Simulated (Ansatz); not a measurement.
C$_{2}$H$_{2}$ClOSi: geometry relaxation

The run: geometry relaxation of C$_{2}$H$_{2}$ClOSi, multiplicity 2, SMILES [C]#C[SiH](O)Cl. Method and program: UKS PBE0-D4/def2-TZVP (Ansatz 0.2.0).

The geometry: PBE-D4/def2-SVP start. Figures and captions count atoms from 1; the log counts them from 0 in places.

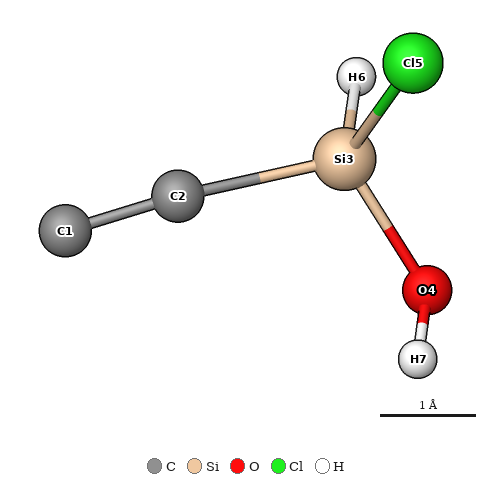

**Figure 1.** The structure as given in the input (ball-and-stick view, seen at a tilt; atoms are numbered from 1 in the order of the input). Bond lengths as drawn: Cl–Si 2.08 Å, C–C 1.24 Å, C–Si 1.84 Å, H–O 0.97 Å, H–Si 1.49 Å and O–Si 1.66 Å.

The input:
```yaml
crystal:
  periodic: [false, false, false]
  atoms:
    - {symbol: C, position_ang: [0.359103, -2.173971, 1.503449]}
    - {symbol: C, position_ang: [0.358138, -1.086246, 0.905288]}
    - {symbol: Si, position_ang: [0.024848, 0.522082, 0.077168]}
    - {symbol: O, position_ang: [-1.091332, 0.354383, -1.143192]}
    - {symbol: Cl, position_ang: [1.870497, 1.158270, -0.639058]}
    - {symbol: H, position_ang: [-0.521726, 1.535158, 1.017677]}
    - {symbol: H, position_ang: [-0.938427, -0.377676, -1.767133]}
basis:
  gaussian: {orbitals: def2-TZVP}
magnetization: {spin_polarized: true, initial_magnetization: 1}
hamiltonian: {xc: pbe0, dispersion: d4}
relax: {f_tol: 0.005, max_steps: 150}
```

Command:
```bash
ansatz run in.yaml --threads 4 --pin off --events-out ev --progress --plain --max-ram 10444MiB
```

Log:
```
Functional definition: PBE0
  name "PBE0"
  cite "Adamo & Barone, J. Chem. Phys. 110, 6158 (1999) doi:10.1063/1.478522"
  cite "Perdew, Burke & Ernzerhof, Phys. Rev. Lett. 77, 3865 (1996) doi:10.1103/PhysRevLett.77.3865"
  parent pbe
  parameter a = 0.25
  parameter kappa = 0.804
  parameter beta = 0.06672455060314922
  exchange = (1 - a)*pbe_x(kappa = kappa, mu = beta*pi^2/3) + a*exact_x
  correlation = pbe_c(beta = beta)
1135 factors; their error is unknown
mean field evaluation 1: about -24524.9710 eV, gradient 5.2e1 eV
mean field evaluation 2: about -24373.7805 eV, gradient 1.4e2 eV
mean field evaluation 4: about -24534.3824 eV, gradient 3.4e1 eV
mean field evaluation 8: about -24541.6415 eV, gradient 8.3e-1 eV
mean field evaluation 16: about -24541.7389 eV, gradient 3.5e-2 eV
mean field evaluation 32: about -24541.7391 eV, gradient 8.2e-5 eV
mean field -24541.73911643 eV, -901.8922775405 hartree, gradient 5.2e-6 eV, S^2 0.789503; 4 other end points of the search recorded, 0 dependent functions left out
the calculation of the forces begins
reference -24541.73914583 eV, -901.8922786212 hartree; 27, 26 occupied and 152, 153 virtual orbitals, 1135 factors
relax step   1: F+E_penalty+E_count = -24541.89712473 eV  Δ(F+E_penalty+E_count) = +0.000e0 eV  max|allowed force component| = 2.098e0 eV/Å  Δτ_max = 0.0000 Å  (176 SCF iters, accepted)
these checks for a lower state are left out or cut short: starts, cluster_reference, orbital_swaps, neighbouring_geometries, increment
1135 factors; their error is unknown
mean field -24541.80931067 eV, -901.8948571314 hartree, gradient 2.0e-5 eV, S^2 0.785960; 0 other end points of the search recorded, 0 dependent functions left out
the calculation of the forces begins
reference -24541.80933990 eV, -901.8948582056 hartree; 27, 26 occupied and 152, 153 virtual orbitals, 1135 factors
relax step   2: F+E_penalty+E_count = -24541.96848235 eV  Δ(F+E_penalty+E_count) = -7.136e-2 eV  max|allowed force component| = 4.858e-1 eV/Å  Δτ_max = 0.0349 Å  (56 SCF iters, accepted)
these checks for a lower state are left out or cut short: starts, cluster_reference, orbital_swaps, neighbouring_geometries, increment
1135 factors; their error is unknown
mean field evaluation 64: about -24541.8176 eV, gradient 1.7e-1 eV
mean field -24541.81765213 eV, -901.8951636742 hartree, gradient 4.3e-5 eV, S^2 0.785850; 0 other end points of the search recorded, 0 dependent functions left out
the calculation of the forces begins
reference -24541.81768130 eV, -901.8951647462 hartree; 27, 26 occupied and 152, 153 virtual orbitals, 1135 factors
relax step   3: F+E_penalty+E_count = -24541.97710164 eV  Δ(F+E_penalty+E_count) = -8.619e-3 eV  max|allowed force component| = 1.553e-1 eV/Å  Δτ_max = 0.0164 Å  (54 SCF iters, accepted)
these checks for a lower state are left out or cut short: starts, cluster_reference, orbital_swaps, neighbouring_geometries, increment
1135 factors; their error is unknown
mean field -24541.81940263 eV, -901.8952280040 hartree, gradient 1.2e-5 eV, S^2 0.786110; 0 other end points of the search recorded, 0 dependent functions left out
the calculation of the forces begins
reference -24541.81943179 eV, -901.8952290756 hartree; 27, 26 occupied and 152, 153 virtual orbitals, 1135 factors
relax step   4: F+E_penalty+E_count = -24541.97896021 eV  Δ(F+E_penalty+E_count) = -1.859e-3 eV  max|allowed force component| = 8.498e-2 eV/Å  Δτ_max = 0.0090 Å  (56 SCF iters, accepted)
these checks for a lower state are left out or cut short: starts, cluster_reference, orbital_swaps, neighbouring_geometries, increment
1135 factors; their error is unknown
mean field -24541.82172221 eV, -901.8953132471 hartree, gradient 4.3e-5 eV, S^2 0.786335; 0 other end points of the search recorded, 0 dependent functions left out
the calculation of the forces begins
reference -24541.82175133 eV, -901.8953143172 hartree; 27, 26 occupied and 152, 153 virtual orbitals, 1135 factors
relax step   5: F+E_penalty+E_count = -24541.98127356 eV  Δ(F+E_penalty+E_count) = -2.313e-3 eV  max|allowed force component| = 2.154e-1 eV/Å  Δτ_max = 0.0509 Å  (51 SCF iters, accepted)
these checks for a lower state are left out or cut short: starts, cluster_reference, orbital_swaps, neighbouring_geometries, increment
1135 factors; their error is unknown
mean field -24541.82357565 eV, -901.8953813597 hartree, gradient 9.4e-6 eV, S^2 0.787768; 0 other end points of the search recorded, 0 dependent functions left out
the calculation of the forces begins
reference -24541.82360480 eV, -901.8953824309 hartree; 27, 26 occupied and 152, 153 virtual orbitals, 1135 factors
relax step   6: F+E_penalty+E_count = -24541.98310639 eV  Δ(F+E_penalty+E_count) = -1.833e-3 eV  max|allowed force component| = 1.362e-1 eV/Å  Δτ_max = 0.0627 Å  (53 SCF iters, accepted)
these checks for a lower state are left out or cut short: starts, cluster_reference, orbital_swaps, neighbouring_geometries, increment
1135 factors; their error is unknown
mean field evaluation 96: about -24541.8248 eV, gradient 1.8e-4 eV
mean field -24541.82483930 eV, -901.8954277979 hartree, gradient 3.3e-5 eV, S^2 0.787527; 0 other end points of the search recorded, 0 dependent functions left out
the calculation of the forces begins
reference -24541.82486843 eV, -901.8954288686 hartree; 27, 26 occupied and 152, 153 virtual orbitals, 1135 factors
relax step   7: F+E_penalty+E_count = -24541.98447047 eV  Δ(F+E_penalty+E_count) = -1.364e-3 eV  max|allowed force component| = 1.290e-2 eV/Å  Δτ_max = 0.0388 Å  (50 SCF iters, accepted)
these checks for a lower state are left out or cut short: starts, cluster_reference, orbital_swaps, neighbouring_geometries, increment
1135 factors; their error is unknown
mean field -24541.82488232 eV, -901.8954293788 hartree, gradient 1.1e-5 eV, S^2 0.787533; 0 other end points of the search recorded, 0 dependent functions left out
the calculation of the forces begins
reference -24541.82491145 eV, -901.8954304494 hartree; 27, 26 occupied and 152, 153 virtual orbitals, 1135 factors
relax step   8: F+E_penalty+E_count = -24541.98453300 eV  Δ(F+E_penalty+E_count) = -6.253e-5 eV  max|allowed force component| = 2.457e-2 eV/Å  Δτ_max = 0.0144 Å  (53 SCF iters, accepted)
these checks for a lower state are left out or cut short: starts, cluster_reference, orbital_swaps, neighbouring_geometries, increment
1135 factors; their error is unknown
mean field -24541.82491881 eV, -901.8954307200 hartree, gradient 1.0e-5 eV, S^2 0.787537; 0 other end points of the search recorded, 0 dependent functions left out
the calculation of the forces begins
reference -24541.82494795 eV, -901.8954317908 hartree; 27, 26 occupied and 152, 153 virtual orbitals, 1135 factors
relax step   9: F+E_penalty+E_count = -24541.98457083 eV  Δ(F+E_penalty+E_count) = -3.783e-5 eV  max|allowed force component| = 2.996e-3 eV/Å  Δτ_max = 0.0045 Å  (55 SCF iters, accepted)
1135 factors; their error is unknown
mean field evaluation 128: about -24541.7373 eV, gradient 2.2e-1 eV
mean field evaluation 160: about -24541.0086 eV, gradient 8.8e0 eV
```

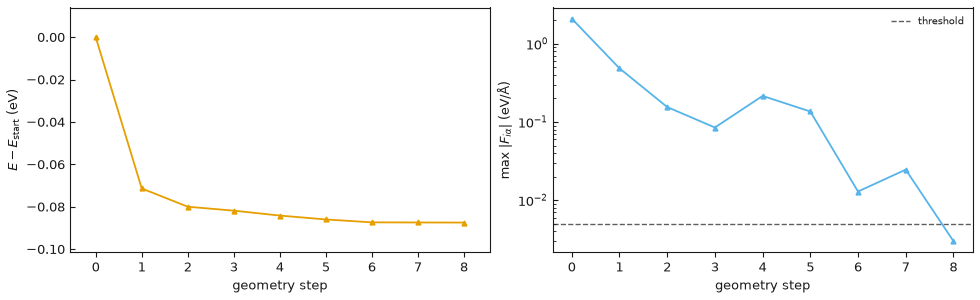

**Figure 2.** Progress of the relaxation, step by step (the first geometry is step 0 here and step 1 in the log).

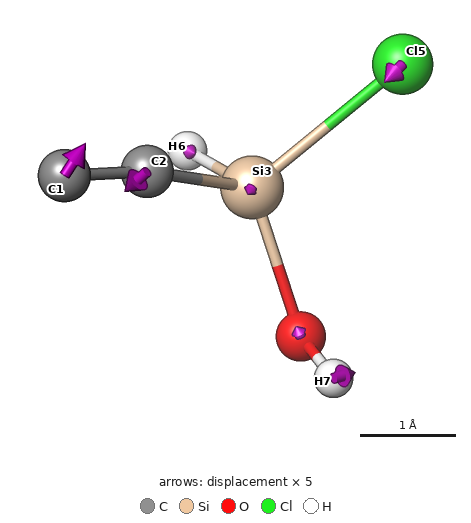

**Figure 3.** The starting structure with the displacements as pink arrows, magnified 5 times (ball-and-stick view, seen at a tilt). The two geometries are laid on each other by the best rigid fit. The atom that moves furthest after the best rigid fit is C1 (0.084 Å). By element the largest moves are C 0.084 Å, Cl 0.063 Å, H 0.063 Å, O 0.028 Å, Si 0.021 Å. Among the contacts that change: Si3–O4 1.662 → 1.625 Å, Si3–Cl5 2.079 → 2.045 Å, C1–C2 1.241 → 1.212 Å, Si3–H6 1.486 → 1.469 Å. Among the angles that change: C1–C2–Si3 169.5° → 178.5°, Si3–O4–H7 116.1° → 118.9°. The energy falls by 0.087 eV in 8 geometry steps. The largest force component goes from 2.1 to 0.003 eV/Å. (Atoms are counted from 1 in the order of the input.)

```
mean field -24541.82491881 eV, -901.8954307200 hartree, gradient 3.3e-5 eV, S^2 0.787537; 5 other end points of the search recorded, 0 dependent functions left out
the calculation of the forces begins
reference -24541.82494795 eV, -901.8954317908 hartree; 27, 26 occupied and 152, 153 virtual orbitals, 1135 factors
Total energy: -24541.98459997 eV, -901.9012988942 hartree
Atom 0 at     0.436043    -2.141821     1.499798 Å, force     0.000124    -0.000493    -0.000314 eV/Å
Atom 1 at     0.286017    -1.083081     0.928752 Å, force    -0.001221    -0.001216     0.001803 eV/Å
Atom 2 at     0.012682     0.504789     0.075764 Å, force     0.000725     0.000304    -0.002996 eV/Å
Atom 3 at    -1.071784     0.346920    -1.124394 Å, force     0.002518    -0.000838     0.000379 eV/Å
Atom 4 at     1.835449     1.107247    -0.629351 Å, force    -0.000536     0.001335     0.000114 eV/Å
Atom 5 at    -0.511051     1.520731     0.998869 Å, force    -0.000101     0.000211     0.000043 eV/Å
Atom 6 at    -0.926256    -0.322786    -1.795240 Å, force    -0.001509     0.000697     0.000972 eV/Å
Dipole moment:    -0.091724    -0.205169    -0.101951 e Å
```

Trajectory as extended XYZ (Å, eV, eV/Å), 9 frames, from step=1 to step=9:
```
7
Properties=species:S:1:pos:R:3:forces:R:3 step=1 energy=-24541.89712
C     0.3591   -2.1740    1.5034    0.0236   2.0978  -1.1617
C     0.3581   -1.0862    0.9053   -0.1498  -1.7600   0.9947
Si    0.0248    0.5221    0.0772   -0.2278  -0.0287  -0.6450
O    -1.0913    0.3544   -1.1432    0.8958  -0.4302   0.3931
Cl    1.8705    1.1583   -0.6391   -0.5853  -0.1705   0.1990
H    -0.5217    1.5352    1.0177    0.1497  -0.2338  -0.2103
H    -0.9384   -0.3777   -1.7671   -0.1062   0.5254   0.4302
7
Properties=species:S:1:pos:R:3:forces:R:3 step=2 energy=-24541.96848
C     0.3505   -2.1509    1.4881    0.0650   0.1842  -0.1130
C     0.3501   -1.0844    0.9042   -0.1733  -0.0602   0.0654
Si    0.0284    0.5152    0.0771   -0.2880  -0.0676  -0.3810
O    -1.0765    0.3476   -1.1318    0.4858  -0.1387   0.3614
Cl    1.8358    1.1551   -0.6395   -0.0424  -0.0042   0.0085
H    -0.5057    1.5212    1.0099    0.0205  -0.0660  -0.0262
H    -0.9215   -0.3718   -1.7538   -0.0675   0.1525   0.0849
7
Properties=species:S:1:pos:R:3:forces:R:3 step=3 energy=-24541.97710
C     0.3447   -2.1440    1.4846    0.0641  -0.0838   0.0355
C     0.3387   -1.0800    0.9034   -0.0918   0.0851  -0.0321
Si    0.0325    0.5138    0.0715   -0.1029   0.0080  -0.0484
O    -1.0678    0.3416   -1.1193    0.1553  -0.0457   0.0879
Cl    1.8317    1.1609   -0.6485    0.0225   0.0025  -0.0054
H    -0.5046    1.5076    1.0095    0.0135   0.0200   0.0145
H    -0.9142   -0.3679   -1.7470   -0.0607   0.0139  -0.0519
7
Properties=species:S:1:pos:R:3:forces:R:3 step=4 energy=-24541.97896
C     0.3536   -2.1444    1.4850    0.0579  -0.0309   0.0076
C     0.3332   -1.0793    0.9052   -0.0850   0.0138   0.0135
Si    0.0272    0.5129    0.0723    0.0209   0.0315   0.0258
O    -1.0658    0.3400   -1.1186    0.0354  -0.0379  -0.0032
Cl    1.8295    1.1549   -0.6466    0.0249   0.0054  -0.0051
H    -0.5028    1.5116    1.0096   -0.0033   0.0102   0.0078
H    -0.9139   -0.3637   -1.7528   -0.0507   0.0079  -0.0464
7
Properties=species:S:1:pos:R:3:forces:R:3 step=5 energy=-24541.98127
C     0.3863   -2.1443    1.4966    0.0540  -0.2154   0.1149
C     0.3196   -1.0808    0.9230   -0.0718   0.2123  -0.1063
Si    0.0212    0.5051    0.0744   -0.0472  -0.0181  -0.0011
O    -1.0791    0.3289   -1.1112    0.0541   0.1406   0.1526
Cl    1.8285    1.1332   -0.6417    0.0290   0.0039  -0.0345
H    -0.5034    1.5158    0.9999   -0.0199   0.0146   0.0295
H    -0.9121   -0.3259   -1.7868    0.0018  -0.1379  -0.1551
7
Properties=species:S:1:pos:R:3:forces:R:3 step=6 energy=-24541.98311
C     0.4338   -2.1452    1.5156   -0.0067   0.1219  -0.0570
C     0.2966   -1.0816    0.9473    0.0094  -0.1172   0.0499
Si    0.0115    0.4969    0.0803    0.0111  -0.0260  -0.0090
O    -1.0827    0.3278   -1.1078    0.0009  -0.0583  -0.1362
Cl    1.8257    1.0998   -0.6480   -0.0094  -0.0019   0.0068
H    -0.5134    1.5159    0.9980    0.0036   0.0113   0.0191
H    -0.9103   -0.2816   -1.8312   -0.0091   0.0702   0.1264
7
Properties=species:S:1:pos:R:3:forces:R:3 step=7 energy=-24541.98447
C     0.4375   -2.1413    1.5062    0.0021  -0.0098   0.0060
C     0.2867   -1.0837    0.9336    0.0000   0.0044  -0.0071
Si    0.0111    0.5015    0.0768    0.0019   0.0129   0.0050
O    -1.0759    0.3430   -1.1206   -0.0007   0.0012  -0.0035
Cl    1.8308    1.1037   -0.6365    0.0017  -0.0011   0.0031
H    -0.5109    1.5183    1.0002    0.0003  -0.0014  -0.0007
H    -0.9181   -0.3095   -1.8054   -0.0054  -0.0062  -0.0028
7
Properties=species:S:1:pos:R:3:forces:R:3 step=8 energy=-24541.98453
C     0.4350   -2.1409    1.5017    0.0008   0.0007  -0.0018
C     0.2867   -1.0831    0.9284    0.0002  -0.0060   0.0053
Si    0.0124    0.5045    0.0755    0.0040   0.0033   0.0098
O    -1.0736    0.3458   -1.1229    0.0083  -0.0165  -0.0246
Cl    1.8347    1.1066   -0.6317   -0.0063   0.0016   0.0010
H    -0.5111    1.5193    1.0003    0.0030   0.0001  -0.0050
H    -0.9230   -0.3202   -1.7971   -0.0100   0.0168   0.0152
7
Properties=species:S:1:pos:R:3:forces:R:3 step=9 energy=-24541.98457
C     0.4360   -2.1418    1.4998    0.0001  -0.0005  -0.0003
C     0.2860   -1.0831    0.9288   -0.0012  -0.0012   0.0018
Si    0.0127    0.5048    0.0758    0.0007   0.0003  -0.0030
O    -1.0718    0.3469   -1.1244    0.0025  -0.0008   0.0004
Cl    1.8354    1.1072   -0.6294   -0.0005   0.0013   0.0001
H    -0.5111    1.5207    0.9989   -0.0001   0.0002   0.0000
H    -0.9263   -0.3228   -1.7952   -0.0015   0.0007   0.0010
```

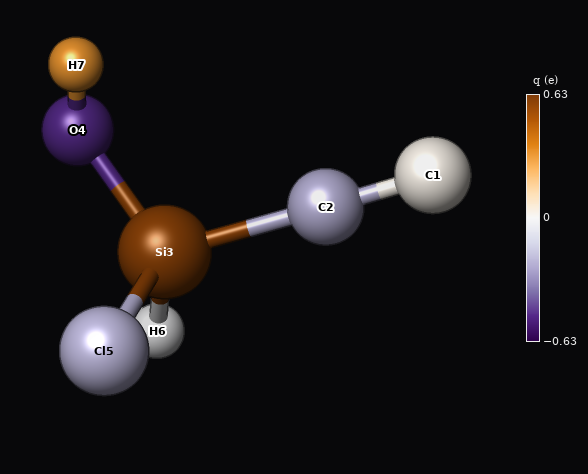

**Figure 4.** Mulliken charges, as the colour of each atom (ball-and-stick view, seen on its broad side; atoms are numbered from 1 in the order of the input; Mulliken charges depend strongly on the basis). By element: C −0.24 to +0.03, Si +0.60, O −0.50, Cl −0.22 and H −0.01 to +0.33 e.

Results in brief:

| quantity | value |
| --- | --- |
| outcome | converged |
| total energy | −24541.9846 eV |
| mean-field energy | −24541.8249 eV |
| dispersion energy | −0.1597 eV |
| ⟨S²⟩ | 0.788 |
| SCF solution under orbital rotations | stable |
| largest force (length of the vector) at the end | 0.003 eV/Å |
| dipole moment | 1.19 D |
| hardware | 4 threads of Arm Neoverse V1, 23 GiB of memory available, shared host |
| wall time | 57 s (CPU time 3.6 min) |
| peak memory | 0.56 GiB |
